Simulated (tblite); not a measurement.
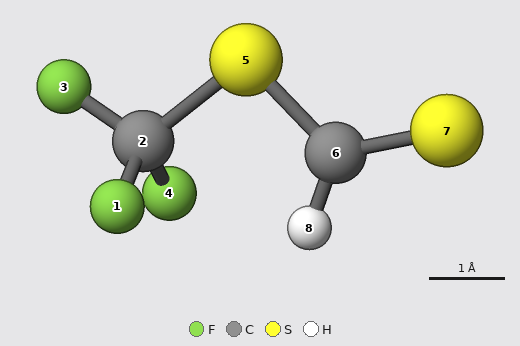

Figure 1. The starting structure (ball-and-stick view, seen at a tilt; atoms are numbered from 1 in the order of the input). Bond lengths as drawn: C–F 1.32 to 1.33 Å, C–H 1.08 Å and C–S 1.61 to 1.84 Å.

# Molecular dynamics, with input and output: C$_{2}$HF$_{3}$S$_{2}$ (part 1 of 2)

- system: C$_{2}$HF$_{3}$S$_{2}$, SMILES FC(F)(F)SC=S
- method: GFN2-xTB Langevin dynamics, gas phase (tblite 0.8.0)

It belongs to a series of runs on one base structure; here: H on C replaced by SCF3.

Input:
```
{"job": {"kind": "md", "xc": "GFN2-xTB", "basis": "xTB", "temperature": 600, "steps": 2000, "every": 50}, "charge": 0, "multiplicity": 1}
F     -1.121441     1.192282     1.039418
C     -1.178525     0.196353     0.158204
F     -2.192071     0.420886    -0.659940
F     -1.428934    -0.918402     0.841216
S      0.391633     0.057713    -0.799640
C      1.481592    -0.233417     0.542986
S      3.065966    -0.452354     0.380061
H      0.990837    -0.253650     1.507964
```

The first line tells a small driver script what to run in tblite; the rest is the geometry in Å.

Run as:
```bash
OMP_NUM_THREADS=1 python <driver script> task.json out
```

The program's output:
```
t/fs     T/K      E/eV
    0.0   468.1   -692.14213
   25.0   387.5   -691.85532
   50.0   510.9   -691.82871
   75.0   444.9   -691.83826
  100.0   408.6   -691.79477
  125.0   345.2   -691.82070
  150.0   395.6   -692.01794
  175.0   374.8   -691.93285
  200.0   242.8   -691.80974
  225.0   639.9   -691.85987
  250.0   378.6   -691.68177
  275.0   430.5   -691.80184
  300.0   307.8   -691.75831
  325.0   564.5   -691.80366
  350.0   588.9   -691.89246
  375.0   661.8   -691.71929
  400.0   822.3   -691.68854
  425.0   703.5   -691.54083
  450.0   914.1   -691.77239
  475.0   586.4   -691.45859
  500.0   411.5   -691.55906
  525.0   622.4   -691.70069
  550.0   609.0   -691.68413
  575.0   477.5   -691.37701
  600.0   881.5   -691.72181
  625.0   690.8   -691.63275
  650.0   630.2   -691.70694
  675.0   597.3   -691.55290
  700.0   849.6   -691.70947
  725.0   625.1   -691.43730
  750.0   709.7   -691.45038
  775.0   805.9   -691.52432
  800.0   769.5   -691.38836
  825.0   834.8   -691.38574
  850.0   994.1   -691.54163
  875.0  1058.4   -691.58232
  900.0   839.3   -691.26981
  925.0   576.2   -691.18416
  950.0   844.1   -691.51806
  975.0   667.5   -691.30099
 1000.0   820.5   -691.28332
```

Trajectory as extended XYZ (Å, eV, eV/Å), 41 frames, from step=0 to step=40:
```
8
Properties=species:S:1:pos:R:3:forces:R:3 step=0 time_fs=0.0 energy=-692.14213 temperature=468.1
F    -1.1214    1.1923    1.0394    0.0006   0.0028   0.0026
C    -1.1785    0.1964    0.1582    0.0019  -0.0013   0.0011
F    -2.1921    0.4209   -0.6599   -0.0031   0.0005  -0.0025
F    -1.4289   -0.9184    0.8412    0.0000  -0.0013  -0.0003
S     0.3916    0.0577   -0.7996   -0.0005  -0.0010  -0.0027
C     1.4816   -0.2334    0.5430    0.0007   0.0007   0.0040
S     3.0660   -0.4524    0.3801   -0.0015   0.0001   0.0007
H     0.9908   -0.2536    1.5080    0.0018  -0.0005  -0.0029
8
Properties=species:S:1:pos:R:3:forces:R:3 step=1 time_fs=25.0 energy=-691.85532 temperature=387.5
F    -1.1344    1.1680    0.9885   -0.0807   1.9807   1.0863
C    -1.2100    0.2224    0.1405   -0.5113  -2.1250  -0.7285
F    -2.2229    0.4252   -0.7266    0.8598  -0.1409   0.6138
F    -1.5018   -0.8810    0.8904   -0.1358   0.1934  -0.6215
S     0.4430   -0.0469   -0.6655   -0.3136   0.0761  -0.1482
C     1.4401   -0.3600    0.7144    1.9731   0.0090  -0.8791
S     3.0817   -0.3677    0.3501   -1.9667  -0.0949   0.8454
H     0.9877   -0.5872    1.6734    0.1753   0.1017  -0.1682
8
Properties=species:S:1:pos:R:3:forces:R:3 step=2 time_fs=50.0 energy=-691.82871 temperature=510.9
F    -1.1100    1.3015    0.9004   -0.5128  -0.4734   0.1151
C    -1.1795    0.1240    0.2433   -0.7498   1.3130  -1.0327
F    -2.0805    0.2563   -0.7666    0.3090   0.1639   0.5372
F    -1.6615   -0.7942    1.0278    0.2183  -0.4566   0.6339
S     0.4250   -0.0864   -0.5524    0.8943  -0.7736   0.7118
C     1.5275   -0.3652    0.8172    1.4363   0.2737  -1.1389
S     3.1249   -0.2606    0.3937   -1.2585  -0.1842   0.6414
H     1.2329   -0.6094    1.8347   -0.3368   0.1372  -0.4678
8
Properties=species:S:1:pos:R:3:forces:R:3 step=3 time_fs=75.0 energy=-691.83826 temperature=444.9
F    -1.2992    1.3953    0.8048    0.0908  -1.1626  -0.5952
C    -1.2511    0.1122    0.2647   -0.6419   1.4749   0.9570
F    -2.0426    0.1047   -0.7983   -0.2675  -0.1591   0.5093
F    -1.7533   -0.6514    1.2566    0.5938   0.1190  -1.0179
S     0.4108   -0.1837   -0.4428   -0.5603  -0.2483  -0.6945
C     1.5259   -0.2541    0.8194    1.5673  -0.0508   0.5177
S     3.1165   -0.1990    0.4126   -0.6329  -0.0550   0.3370
H     1.2053   -0.3930    1.8427   -0.1492   0.0817  -0.0135
8
Properties=species:S:1:pos:R:3:forces:R:3 step=4 time_fs=100.0 energy=-691.79477 temperature=408.6
F    -1.4531    1.4362    0.7701    0.4657   0.1191  -0.8806
C    -1.3006    0.2041    0.2538    1.1078  -0.0564   2.9164
F    -2.0573   -0.0046   -0.7337   -1.9703  -0.0393  -1.5450
F    -1.6886   -0.5435    1.3286    0.2107  -0.3739  -0.6343
S     0.3494   -0.3111   -0.4103   -0.3145   0.0915  -0.6482
C     1.5405   -0.1723    0.8083    0.1297   0.4337   0.2179
S     3.0968   -0.1355    0.4129    0.4273  -0.1557   0.0844
H     1.1598   -0.0231    1.7973   -0.0564  -0.0191   0.4895
8
Properties=species:S:1:pos:R:3:forces:R:3 step=5 time_fs=125.0 energy=-691.82070 temperature=345.2
F    -1.4490    1.4904    0.6810    0.3134  -0.7734   0.0021
C    -1.3526    0.2066    0.3038    1.8096  -0.4651   1.2787
F    -2.1835   -0.0183   -0.6380   -1.5363  -0.2241  -0.9798
F    -1.6102   -0.6006    1.3718   -0.1327   0.8819  -0.5281
S     0.2975   -0.3930   -0.4370    0.4746   0.7245   0.6919
C     1.6311    0.0477    0.7523   -2.6687   0.0837   0.1583
S     3.1483   -0.0929    0.3966    1.2854  -0.1086  -0.1861
H     1.1668    0.3858    1.6924    0.4546  -0.1189  -0.4369
8
Properties=species:S:1:pos:R:3:forces:R:3 step=6 time_fs=150.0 energy=-692.01794 temperature=395.6
F    -1.3167    1.4116    0.5309    0.0739   0.5127   0.2231
C    -1.3248    0.1230    0.2449    0.3126   0.3223  -0.8532
F    -2.3099   -0.0680   -0.6349    0.3161  -0.2098   0.2170
F    -1.5637   -0.5407    1.3373   -0.4250  -0.4854   0.8068
S     0.2986   -0.4204   -0.4737    0.4170  -0.2766  -0.4210
C     1.5603    0.2160    0.5986   -0.9482   0.7592   0.5230
S     3.1337   -0.0734    0.4261   -0.4693   0.0474   0.0681
H     1.0939    0.9050    1.3543    0.7228  -0.6698  -0.5639
8
Properties=species:S:1:pos:R:3:forces:R:3 step=7 time_fs=175.0 energy=-691.93285 temperature=374.8
F    -1.1826    1.3820    0.4356    0.0652   0.2003   0.2844
C    -1.2607    0.0831    0.2274   -1.3587  -0.2681  -1.5248
F    -2.2933   -0.0931   -0.6659    0.8697   0.1134   0.3894
F    -1.6907   -0.5166    1.3195    0.5881  -0.0494   0.2989
S     0.3101   -0.5501   -0.5491   -0.4675   0.5441   0.6986
C     1.4344    0.4226    0.4231    0.3438  -1.5561  -0.3857
S     2.9678   -0.0780    0.4613    0.1215   0.4679   0.0553
H     1.0048    1.1411    1.0758   -0.1622   0.5479   0.1839
8
Properties=species:S:1:pos:R:3:forces:R:3 step=8 time_fs=200.0 energy=-691.80974 temperature=242.8
F    -1.1293    1.3028    0.4201   -0.1978   0.6811  -0.4269
C    -1.2639    0.0361    0.1193   -1.3489  -0.8547   0.7894
F    -2.2802   -0.1407   -0.7538    0.5671   0.2616   0.8322
F    -1.6464   -0.5166    1.3380    0.3741   0.0416  -1.4466
S     0.2383   -0.7055   -0.5834    0.0482   0.0054   0.2709
C     1.3489    0.3500    0.2669    2.5953  -3.1968  -0.7260
S     2.9139   -0.0804    0.5263   -1.0386   0.3931  -0.1672
H     0.9902    1.2556    0.5154   -0.9994   2.6688   0.8742
8
Properties=species:S:1:pos:R:3:forces:R:3 step=9 time_fs=225.0 energy=-691.85987 temperature=639.9
F    -1.2344    1.3491    0.2949    0.1456   0.0222   0.0249
C    -1.3341    0.0494    0.0948    0.8120  -0.8903   0.1300
F    -2.2718   -0.1504   -0.7962   -0.7937  -0.1351   0.1120
F    -1.5747   -0.5465    1.2706   -0.8527   0.4637  -0.1176
S     0.1646   -0.8964   -0.4926    0.6668   0.7456  -0.1235
C     1.3502    0.2381    0.1390    0.5893   0.5156   0.7307
S     2.9108   -0.0565    0.5460   -1.2025   0.1491  -0.5093
H     0.8885    1.2339    0.3546    0.6351  -0.8709  -0.2472
8
Properties=species:S:1:pos:R:3:forces:R:3 step=10 time_fs=250.0 energy=-691.68177 temperature=378.6
F    -1.2909    1.3116    0.1911    0.9231  -0.4005   0.1442
C    -1.3493   -0.0363    0.1054    0.9810   0.7803  -0.6621
F    -2.3172   -0.2190   -0.7341   -0.9991  -0.8560  -0.8323
F    -1.6268   -0.4980    1.2734   -1.0303  -0.2743   1.6989
S     0.1561   -1.0824   -0.3477    0.0940   0.3412  -0.3625
C     1.3796    0.0443    0.1568   -1.5363   2.3728  -0.2781
S     2.9078   -0.0627    0.5419    1.2072  -0.6623   0.2160
H     0.9496    1.1045    0.1381    0.3604  -1.3011   0.0759
8
Properties=species:S:1:pos:R:3:forces:R:3 step=11 time_fs=275.0 energy=-691.80184 temperature=430.5
F    -1.1149    1.1731    0.1723   -0.2215  -0.7528  -0.3589
C    -1.3784   -0.1615    0.1431   -0.0120   0.8222  -1.0375
F    -2.3906   -0.3429   -0.7608    1.1850   0.0284   1.0197
F    -1.8061   -0.4423    1.3468   -0.2298  -0.4781   0.1687
S     0.1713   -1.1563   -0.3057   -0.0061   1.1502   0.4367
C     1.4318    0.1141    0.1855   -2.6515  -0.3639  -0.5474
S     2.9036   -0.1131    0.5985    2.5399  -0.8375   0.4966
H     1.0318    1.0979    0.2348   -0.6041   0.4316  -0.1779
8
Properties=species:S:1:pos:R:3:forces:R:3 step=12 time_fs=300.0 energy=-691.75831 temperature=307.8
F    -1.0298    1.0533    0.1087   -1.1559   0.9671  -0.0081
C    -1.3920   -0.2052    0.1390   -0.3492  -0.6636   0.1083
F    -2.3817   -0.4906   -0.6996    0.3972   0.4121  -0.8326
F    -1.9682   -0.4938    1.3055    0.7617   0.1700   0.6027
S     0.1499   -1.1286   -0.2533    0.0776  -1.3360   0.0312
C     1.3349    0.0227    0.2538    1.0687  -0.2261   0.2145
S     2.8964   -0.1207    0.6642   -0.2470  -0.5676  -0.1687
H     0.9863    1.0072    0.2192   -0.5531   1.2441   0.0527
8
Properties=species:S:1:pos:R:3:forces:R:3 step=13 time_fs=325.0 energy=-691.80366 temperature=564.5
F    -1.2151    1.0798    0.0398    0.1610   1.3211  -0.0813
C    -1.4080   -0.1880    0.0630   -0.7203  -1.9167   0.6736
F    -2.3237   -0.4936   -0.8744    0.6144  -0.0269   0.6798
F    -1.9390   -0.4975    1.3037    0.4462   0.2138  -1.3767
S     0.2008   -1.1851   -0.1702   -0.3546   0.7808   0.1384
C     1.3103    0.0539    0.3624    2.5213  -0.9799   0.7375
S     2.9543   -0.2589    0.7227   -2.9440   0.5955  -0.7499
H     0.8655    1.0209    0.5383    0.2760   0.0122  -0.0214
8
Properties=species:S:1:pos:R:3:forces:R:3 step=14 time_fs=350.0 energy=-691.89246 temperature=588.9
F    -1.4388    1.1792   -0.0546    0.7956  -0.6526  -0.1705
C    -1.3813   -0.1615   -0.0193   -1.4279   0.0896   0.5469
F    -2.2309   -0.5863   -0.9798    0.6903   0.0682   0.7138
F    -1.9359   -0.4729    1.1989    0.5376  -0.0187  -1.1001
S     0.2520   -1.0649   -0.2035   -0.4699   0.6921   0.1162
C     1.4095    0.0361    0.4877    1.0077   0.6898   0.1247
S     2.9292   -0.4467    0.8587   -0.7580   0.0934  -0.1594
H     1.2036    1.1265    0.5583   -0.3754  -0.9617  -0.0717
8
Properties=species:S:1:pos:R:3:forces:R:3 step=15 time_fs=375.0 energy=-691.71929 temperature=661.8
F    -1.4836    1.1722   -0.1803   -0.1136  -0.3068   0.2785
C    -1.4580   -0.1631   -0.0441    1.5892   0.7152  -1.6932
F    -2.1471   -0.6947   -1.0318   -0.6988  -0.0373  -0.3862
F    -1.9507   -0.5299    1.0713   -0.8856  -0.1694   1.7456
S     0.2403   -0.8795   -0.2856    0.8594   0.3267   0.2311
C     1.5442    0.1179    0.4780   -1.9214   1.4552  -0.0982
S     2.8492   -0.5791    0.9835    1.7780  -1.0495   0.4493
H     1.4400    1.2135    0.6628   -0.6073  -0.9341  -0.5268
8
Properties=species:S:1:pos:R:3:forces:R:3 step=16 time_fs=400.0 energy=-691.68854 temperature=822.3
F    -1.5532    1.1183   -0.3415   -0.4693  -0.5572   0.4390
C    -1.4447   -0.2194   -0.1845    0.0192   0.8024  -1.5391
F    -2.0989   -0.8093   -1.2193    0.3257   0.4824   0.7128
F    -1.9985   -0.6309    0.9162   -0.1042   0.1939   0.5137
S     0.3054   -0.6902   -0.4365    0.5837  -1.6134  -0.5655
C     1.5404    0.1091    0.4982   -0.1222   0.2617   0.5660
S     2.8323   -0.6359    1.1013   -0.0165  -0.1447  -0.2421
H     1.4084    1.1598    0.6268   -0.2165   0.5749   0.1152
8
Properties=species:S:1:pos:R:3:forces:R:3 step=17 time_fs=425.0 energy=-691.54083 temperature=703.5
F    -1.6951    1.1285   -0.4520    0.8842  -1.7610  -0.4379
C    -1.4173   -0.2587   -0.4142   -1.1536   1.6463   0.8456
F    -2.1671   -0.8379   -1.3459    0.7683   0.3141   0.4266
F    -1.9806   -0.5662    0.7960    1.1448  -0.3154  -1.0254
S     0.4408   -0.6935   -0.6821   -0.7183   0.7102   1.1379
C     1.4481    0.0770    0.6745    0.9115  -3.0060  -1.3976
S     2.8313   -0.7179    1.0485   -1.2682   1.0409  -0.2712
H     1.0533    0.9426    1.0716   -0.5688   1.3709   0.7220
8
Properties=species:S:1:pos:R:3:forces:R:3 step=18 time_fs=450.0 energy=-691.77239 temperature=914.1
F    -1.6866    1.1208   -0.6183    0.3668  -0.3021   0.0648
C    -1.4149   -0.1965   -0.5599   -0.0612   0.8377   1.2876
F    -2.1697   -0.7691   -1.4485   -0.1432  -0.5051  -0.3914
F    -1.7555   -0.6042    0.6719   -0.5758   0.0887  -0.0204
S     0.3485   -0.6629   -0.7076    0.6764  -0.3974  -1.3679
C     1.1980   -0.2275    0.7043    1.6279   0.2496   1.5314
S     2.8202   -0.7118    0.8734   -2.6851   0.8484  -0.2184
H     0.6468    0.3948    1.4758    0.7942  -0.8198  -0.8858
8
Properties=species:S:1:pos:R:3:forces:R:3 step=19 time_fs=475.0 energy=-691.45859 temperature=586.4
F    -1.5832    1.1767   -0.7610   -0.5610  -0.2428   0.6461
C    -1.5147   -0.1275   -0.6018    3.1480  -1.2504   0.8616
F    -2.2171   -0.7674   -1.4657   -1.4241  -0.2225  -0.6983
F    -1.7015   -0.6387    0.6384   -1.4994   1.2460  -0.0650
S     0.2680   -0.7717   -0.8195    0.7742   0.5411   0.5257
C     1.1443   -0.5824    0.8372   -1.5543   0.0951  -1.7101
S     2.7126   -0.6809    0.7096    0.7128  -0.0786   0.5243
H     0.4503   -0.3930    1.6496    0.4038  -0.0879  -0.0843
8
Properties=species:S:1:pos:R:3:forces:R:3 step=20 time_fs=500.0 energy=-691.55906 temperature=411.5
F    -1.5282    1.0074   -0.7666    0.3356   2.0243  -0.3924
C    -1.4634   -0.2695   -0.5655    0.4047  -0.2028  -0.6456
F    -2.3272   -0.7968   -1.3982   -0.0067  -0.9639  -1.0203
F    -1.9634   -0.4639    0.6061    0.0491  -0.7652   2.1241
S     0.3568   -0.7794   -0.8461   -1.8071  -0.3186  -2.6268
C     1.1389   -0.7254    0.6189   -0.9173   0.2062  -0.1521
S     2.6927   -0.6770    0.6474    3.2780  -0.0439   0.3558
H     0.4921   -0.6862    1.4074   -1.3362   0.0640   2.3572
8
Properties=species:S:1:pos:R:3:forces:R:3 step=21 time_fs=525.0 energy=-691.70069 temperature=622.4
F    -1.4751    1.0604   -0.7944   -0.7878  -1.0829  -0.2213
C    -1.5157   -0.2861   -0.5832    0.2176   0.4947   0.0193
F    -2.3572   -0.9399   -1.4455    1.0424   1.2136   1.3567
F    -1.9521   -0.4113    0.6962    0.4428  -0.3841  -1.3440
S     0.2868   -0.7916   -0.9428   -0.0965  -0.1979   1.7905
C     1.1659   -0.7209    0.7090    0.3970  -0.1541  -1.3498
S     2.7864   -0.7950    0.7090   -1.0651   0.0530   0.0700
H     0.5632   -0.6841    1.6054   -0.1503   0.0577  -0.3214
```
